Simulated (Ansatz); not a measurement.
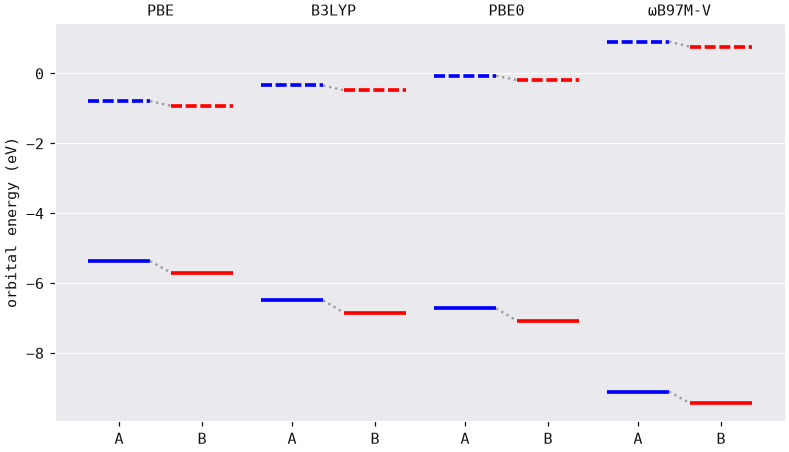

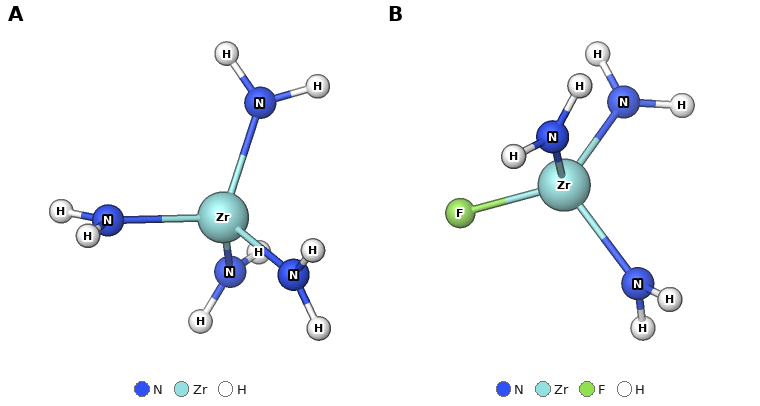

One change: A, ZrN₄H₈ (SMILES [NH2][Zr]([NH2])([NH2])[NH2]), becomes B, ZrN₃H₆F (SMILES [NH2][Zr]([NH2])([NH2])[F]). NH₂ on Zr is replaced by F. HOMO (solid) and LUMO (dashed) computed in def2-TZVPP at PBE0-D4/def2-TZVP geometries, both minima by their frequencies, gas phase, the Ansatz code. Empty levels above zero depend strongly on the basis.

**What does the change do to HOMO and LUMO?**

PBE: the HOMO falls by 0.34 eV, the LUMO falls by 0.14 eV, and the separation goes from 4.58 to 4.78 eV. B3LYP: the HOMO falls by 0.35 eV, the LUMO falls by 0.14 eV, and the separation goes from 6.15 to 6.37 eV. PBE0: the HOMO falls by 0.36 eV, the LUMO falls by 0.13 eV, and the separation goes from 6.66 to 6.89 eV. ωB97M-V: the HOMO falls by 0.34 eV, the LUMO falls by 0.15 eV, and the separation goes from 10.02 to 10.21 eV.

**Do the functionals agree on the effect?**

They agree on the direction for both levels; the HOMO shift lies between −0.36 and −0.34 eV and the LUMO shift between −0.15 and −0.13 eV, while the separations themselves differ by up to 5.4 eV between functionals.

Note: core potentials past krypton.
